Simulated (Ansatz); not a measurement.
The figure comes from a scan of HfO2 (fluorite): one O atom of a 6-atom cell moves by s along Cartesian [111], with its periodic images. The numbers are results of PBE (plane waves to 420 eV, PAW, scalar-relativistic; Ansatz, a quantum-chemistry and plane-wave program), not measurements. k mesh 9×9×9 (Γ-centred), Fermi-Dirac smearing 0.05 eV. E stands for the smeared free energy. Left out: 2 of 11 points, with atoms too close for the PAW data. HfO2 is run without spin polarisation. HfO2 was relaxed with its symmetry unable to fall. Spin-orbit coupling is left out, though Hf is heavy. This is a high-temperature form of HfO2. The zero of ΔE is the undisplaced structure.

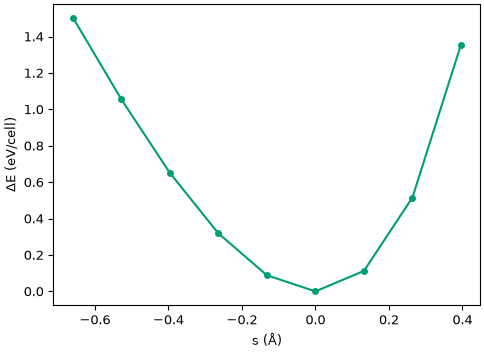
Figure: ΔE (eV/cell) against s (Å); markers are the computed points, lines only join them.

Problem. List the plotted points as numbers.

Solution. To the nearest 0.02:

```
s (Å)   ΔE (eV/cell)
------  ------------
-0.660          1.50
-0.528          1.06
-0.396          0.66
-0.264          0.32
-0.132          0.08
0.000           0.00
0.132           0.12
0.264           0.52
0.396           1.36
```

(For displaced atoms, the force is minus the slope of the energy, and its curvature is a force constant, which sets phonon frequencies.)
